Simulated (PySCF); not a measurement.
**C5H11ClSi: density, localisation and related maps**

The calculation's input:

```
{"job": {"kind": "nmr", "xc": "PBE0", "basis": "pcSseg-1"}, "charge": 0, "multiplicity": 1}
C      3.070790     0.559154     0.198625
C      1.989656     0.402567    -0.544799
Cl     1.728750     1.467584    -1.894533
Si     0.619275    -0.891518    -0.347752
C     -1.040498     0.026509    -0.129169
C     -2.202563    -0.956638    -0.011694
C     -1.016531     0.963064     1.078449
H      3.244687    -0.098807     1.031871
H      3.808952     1.323584     0.015682
H      0.592153    -1.706980    -1.565025
H      0.942485    -1.705771     0.828523
H     -1.215446     0.639415    -1.020319
H     -3.147681    -0.422616     0.078787
H     -2.257691    -1.602292    -0.885142
H     -2.084683    -1.586318     0.867474
H     -1.966244     1.489271     1.170687
H     -0.224712     1.702811     0.980199
H     -0.849461     0.403299     1.996801
```

Run with:

```sh
OMP_NUM_THREADS=1 python probes_run.py task.json out
```

Geometry: GFN2-xTB.

Level of theory: PySCF 2.14.0, PBE0/pcSseg-1, SCF density, gas phase, non-relativistic.

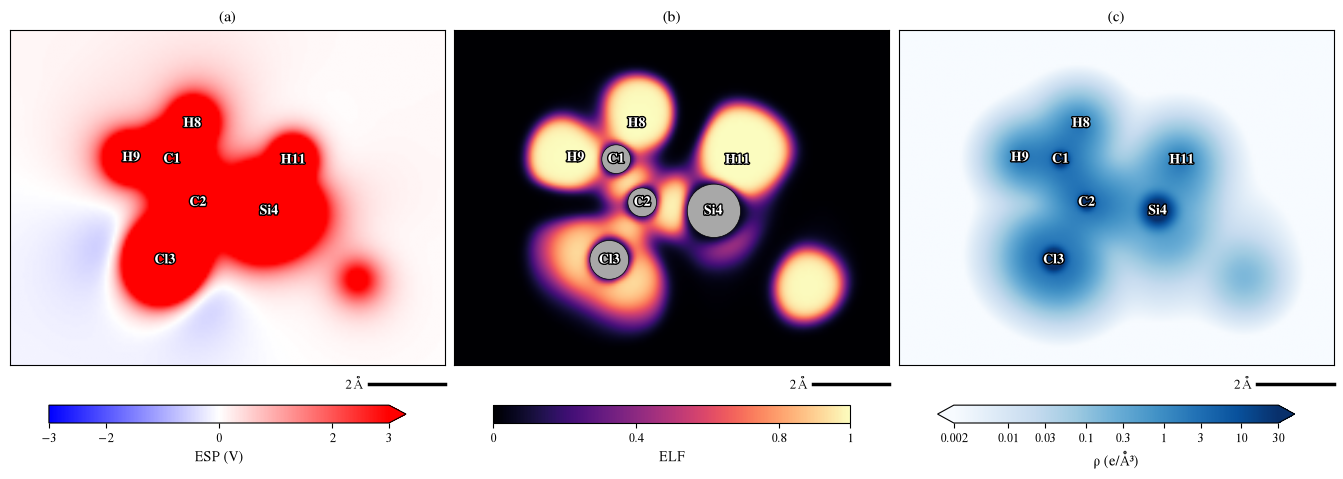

Figure 1. (a) electrostatic potential; (b) ELF; (c) total electron density on the plane of atoms C1, C2 and Cl3. Grey discs cover the atomic cores in the ELF map.

**What do the fields say about this system?**

- The section cuts through C, Cl, Si and H sites.
- C–C (1.32 Å): ρ at the midpoint is about 2.3 e/Å³; the ELF peaks at about 0.90 between the atoms: a short, multiple covalent bond.
- C–Cl (1.74 Å): ρ is about 1.4 e/Å³ halfway; the ELF peaks at about 0.90 between the atoms: a covalent bond.
- C–Si (1.90 Å): ρ is about 0.92 e/Å³ halfway; the ELF peaks at about 1 between the atoms; localised, covalent bonding.
- C–H (1.08 Å): the density is about 2 e/Å³ at the midpoint; the ELF climbs to about 1 towards the hydrogen, as it does in any bond to H (a covalent bond by its length).
- Si–H (1.47 Å): the density is about 0.8 e/Å³ at the midpoint; the ELF climbs to about 1 towards the hydrogen.
- The ELF also peaks beside Cl3, away from the bonds: lone-pair regions.
- Outside the dense part of the molecule the potential is most negative (−0.5 V) near Cl3.

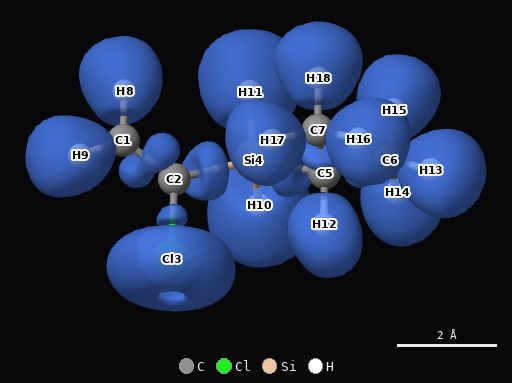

Figure 2. Isosurface of the electron localisation function at 0.8 (blue), seen from one side. Only the valence region is drawn (cores and ρ < 0.01 e/Å³ removed).

**Describe the localisation domains.**

The surface consists of three regions between bonded C–C atoms (shared pairs), one region between bonded C–Cl atoms (shared pairs), two regions between bonded C–Si atoms (shared pairs), eleven regions around hydrogen nuclei and one ring or bowl of non-bonding electrons around Cl.

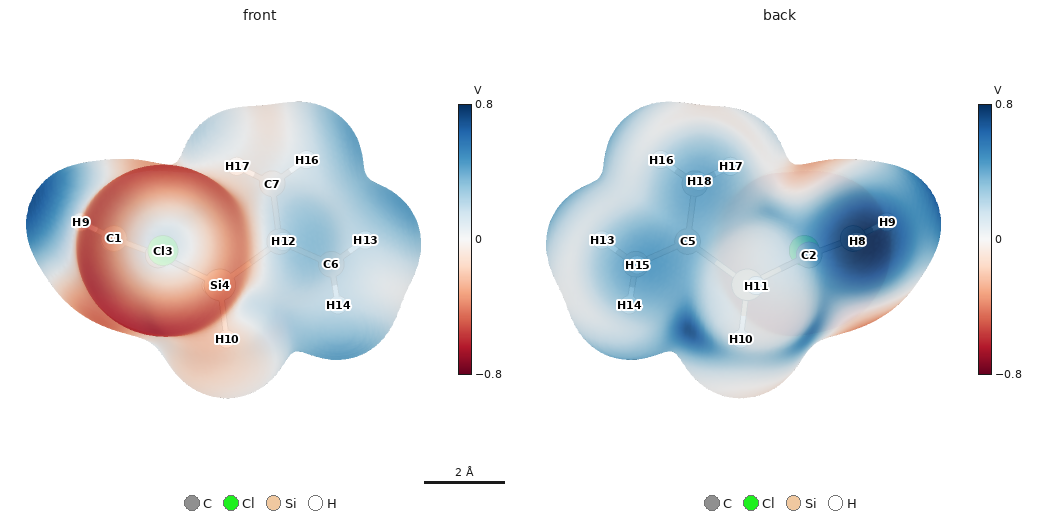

Figure 3. The molecular electrostatic potential painted on the density surface at 0.001 e/bohr³, seen from the front and from behind; red is negative and blue positive.

**Describe the electrostatic potential map.**

The most negative region (about −0.6 V) lies over Cl3, the most positive (about +0.8 V) over H8.

**What dipole moment does the calculation give?**

Its dipole moment is 1.42 D.
